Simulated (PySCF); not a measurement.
# SiC (triplet): what the fields show

```xyz
2

Si    0.0000    0.0000   -0.5145
C     0.0000    0.0000    1.1995
```

Theory: PBE0/def2-TZVPPD, non-relativistic Hamiltonian with scalar-relativistic core potentials where named, at a bond length of 1.714 Å in PySCF 2.14.0.

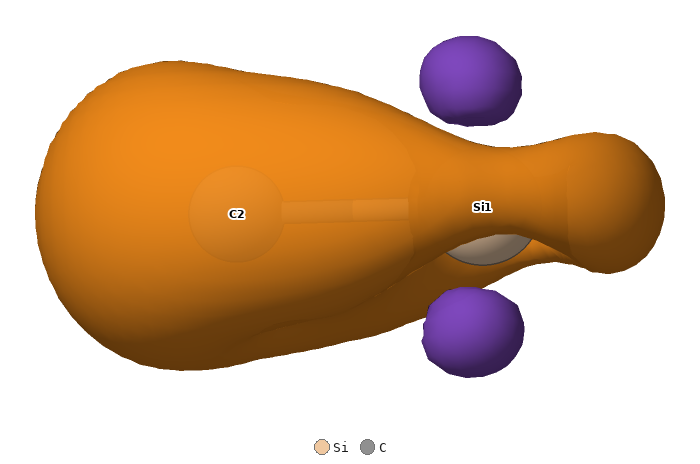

Figure 1. Isosurfaces of the spin density at +0.04 (orange) and −0.04 e/Å³ (purple), seen from one side.

### Describe the spin distribution.

The unpaired spin (2 electrons) lies mostly on C2 (about 1.5) and Si1 (about 0.5), in electrons by Hirshfeld's partition.

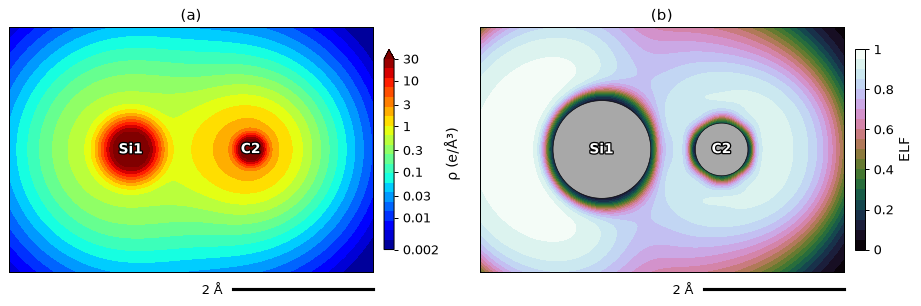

Figure 2. (a) total electron density; (b) electron localisation function on a plane that holds the molecular axis. Grey discs cover the atomic cores in the ELF map.

### Read the bonding off the picture.

Atoms in the plane: Si and C. C–Si (1.71 Å): ρ at the midpoint is about 1 e/Å³; the ELF peaks at about 0.85 between the atoms; localised, covalent bonding. The ELF also peaks beside C2 and Si1, away from the bonds: non-bonding electrons, paired or unpaired.

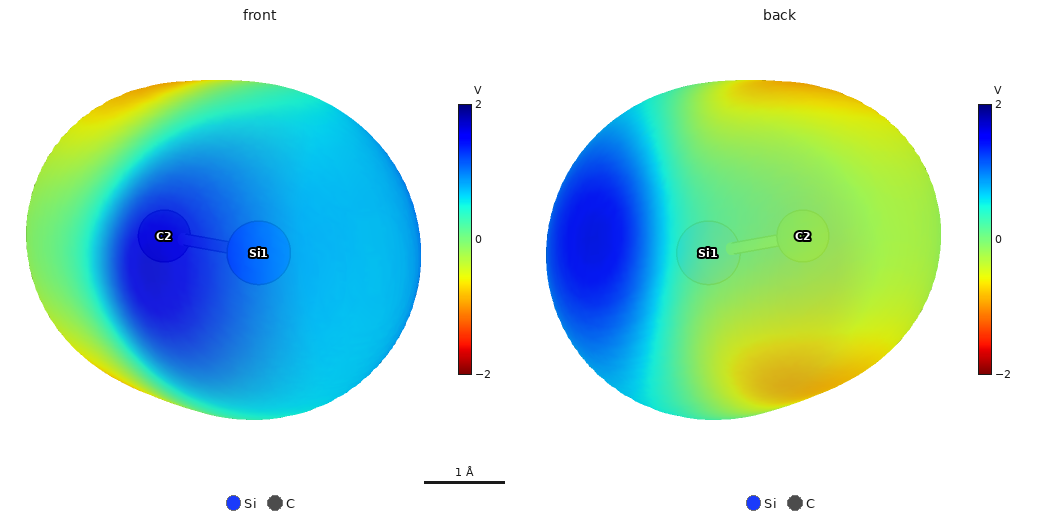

Figure 3. The electrostatic potential painted on the density surface at 0.002 e/bohr³, seen from the front and from behind; red is negative and blue positive.

### Describe the electrostatic potential map.

The most negative region (about −0.9 V) lies over C2, the most positive (about +1.6 V) over Si1.
